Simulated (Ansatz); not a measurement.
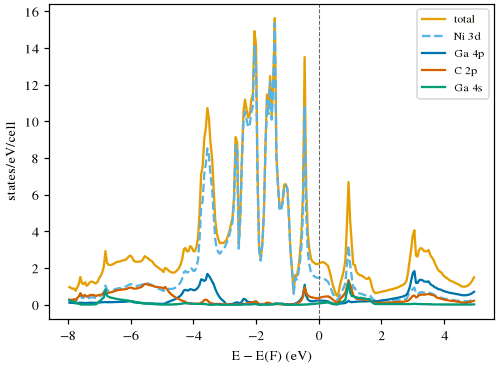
Figure. Total and projected density of states of GaNi3C (anti-perovskite, space group No. 221), DFT-PBEsol in the program Ansatz with PAW potentials

Problem. Which orbitals carry the states next to the Fermi level?

Solution. Within 0.5 eV of the Fermi level: Ni 3d 71 %, C 2p 14 %, Ga 4p 8 %. Projections are on Löwdin-orthogonalised atomic valence shells; empty p or d shells of many metals are not among them.

Problem. Where is the tallest occupied peak in this window, and what makes it?

Solution. Near -1.4 eV, about 16 states/eV per cell; the largest projected share is Ni 3d.

Space group Pm-3m (anti-perovskite). The cell is a constructed one: a structure type filled with these elements; the Crystallography Open Database copy checked does not list it. Its standing as an ambient phase is unchecked. The PBEsol relaxation kept the symmetry of its start; whether a distortion lowers the energy is not shown. The workflow began spin-polarised and lost its moments. Scalar-relativistic: spin–orbit coupling is off unless named, which matters more the heavier the elements.

Potentials: the later of the program's two PAW sets.
